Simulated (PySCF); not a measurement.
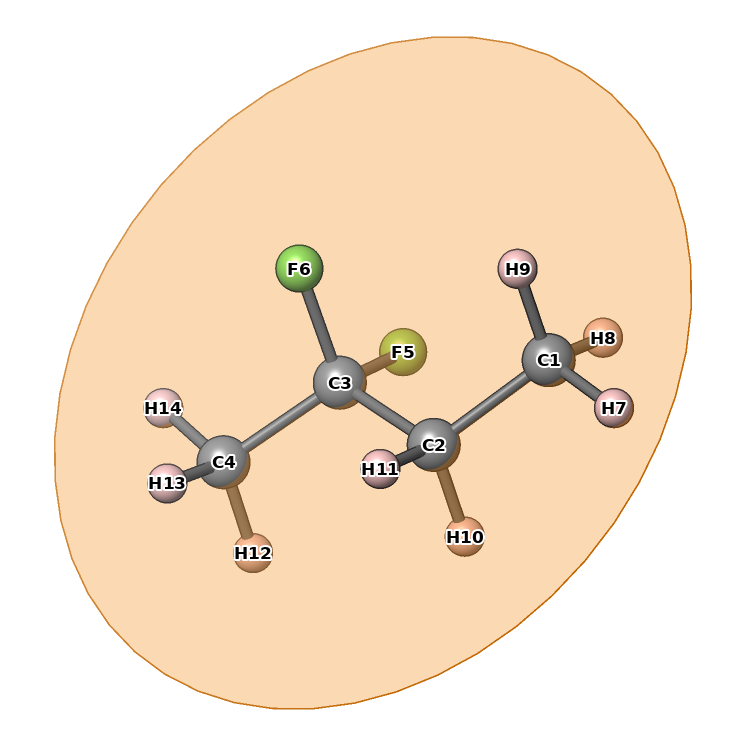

A disc through the centre of mass is drawn in. Depth is shown by fading: the farther an atom, the more it takes the colour of the background. Computed geometry: PBE0-D3(BJ)/def2-SVP optimisation. No frequency run is at hand to confirm it as a minimum.

Is the plane of the disc a mirror plane of the structure?

Yes. The reflection leaves C1, C2, C3, C4, H7, H14 in place and moves F5 ↔ F6; H8 ↔ H9; H10 ↔ H11; H12 ↔ H13. The point group is Cs.
